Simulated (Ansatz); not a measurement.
```yaml
atoms:
  - { symbol: Zn, position_ang: [0.3140, 0.0000, 0.0006] }
  - { symbol: Cl, position_ang: [0.4995, 0.0000, 2.1966] }
  - { symbol: Cl, position_ang: [0.3282, 0.0000, -2.0904] }
  - { symbol: F, position_ang: [-2.4283, 0.0000, 0.9043] }
  - { symbol: H, position_ang: [-2.0282, 0.0000, 1.7386] }
```

Not at a stationary point (largest force 1.2 eV/Å).

Method: RKS PBE0-D4/def2-SVP (Ansatz 0.2.0).

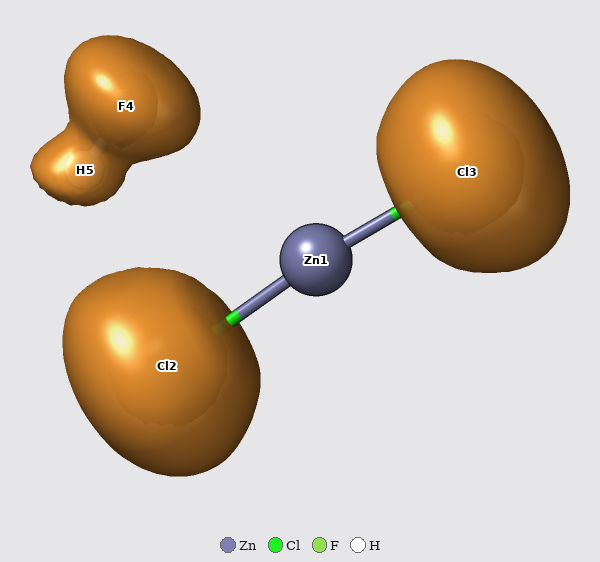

Cl2Zn···HF. Isosurface of the electron localisation function at 0.75 (orange), seen at a tilt. Only the valence region is drawn (cores and ρ < 0.01 e/Å³ removed).

**Where are the electrons localised?**

At this value the surface marks out two regions wrapped around Cl (the valence shell of each) and one joined region spread over several atoms (F, H), in which their bonds and any lone pairs are merged.

Values along the shortest contacts:
Zn1···F4 (2.89 Å): the ELF dips to about 0 between them. Zn–Cl (2.09 Å): the ELF peaks at about 0.75 in the valence shell of Cl, 0.9 Å from its nucleus, and is about 0.40 at the midpoint.
